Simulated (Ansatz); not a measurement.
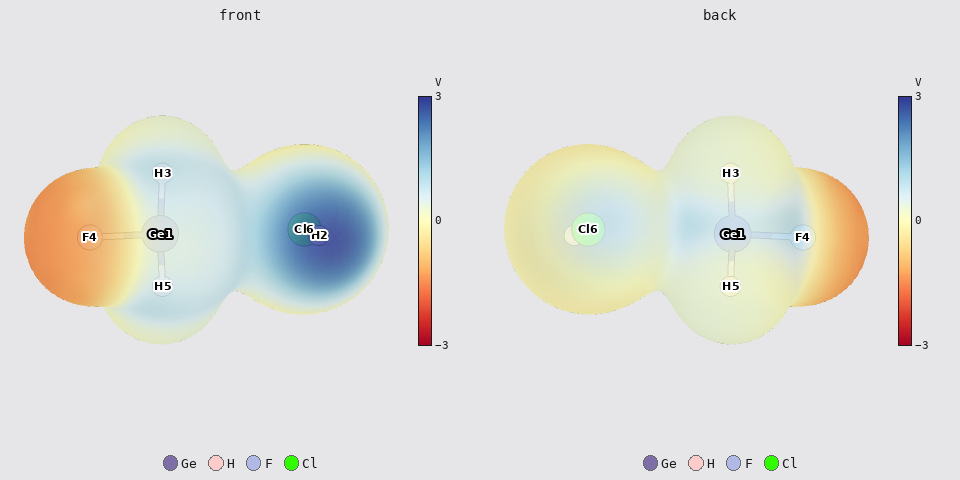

Figure 1: FGeH₂···HCl (doublet). The molecular electrostatic potential painted on the density surface at 0.002 e/bohr³, seen from the front and from behind; red is negative and blue positive.

Level of theory: UKS r2SCAN/def2-SVP (Ansatz).

```xyz
6

Ge   -0.1677    0.2911   -0.2665
H    -0.2249    0.3894    3.3332
H     1.3777    0.1934   -0.2599
F    -0.5788    1.0034   -1.8169
H    -0.8557   -1.0961   -0.2602
Cl    0.3898   -0.6750    2.9485
```

Which sites attract a positive test charge, and which a negative one?

A positive charge is drawn to the negative regions and a negative charge to the positive ones. The most negative region (about −1.4 V) lies over F4, the most positive (about +2.7 V) over H2. Cl6 shows a σ-hole: about +0.6 V at the tip opposite its bond, against about −0.1 V on its flanks.
